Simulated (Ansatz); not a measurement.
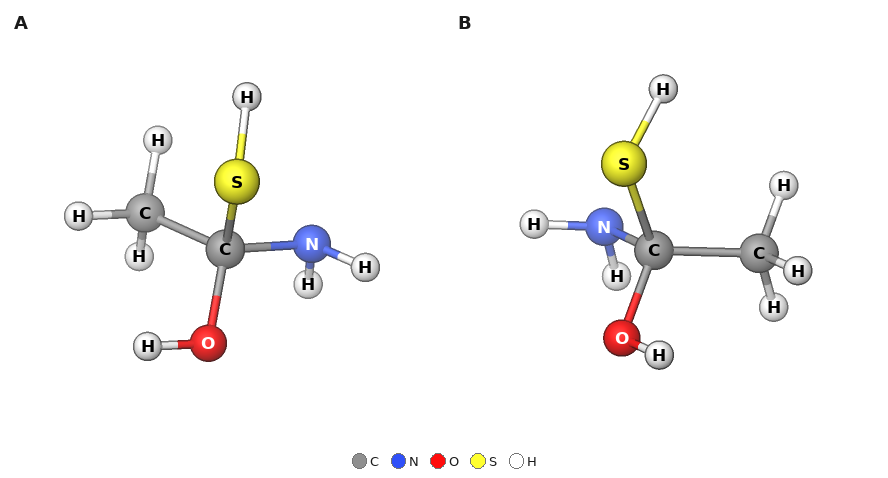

Distant atoms are faded towards the background colour. The geometry was computed by an optimisation with PBE0-D4/def2-TZVP. No frequency run is at hand to confirm it as a minimum.

### How are A and B related: the same structure turned, mirror images, conformers, diastereomers or constitutional isomers?

They are enantiomers, mirror images that no rotation superimposes: A is C[C@](N)(O)S (S), B is C[C@@](N)(O)S (R). Their energies are equal.
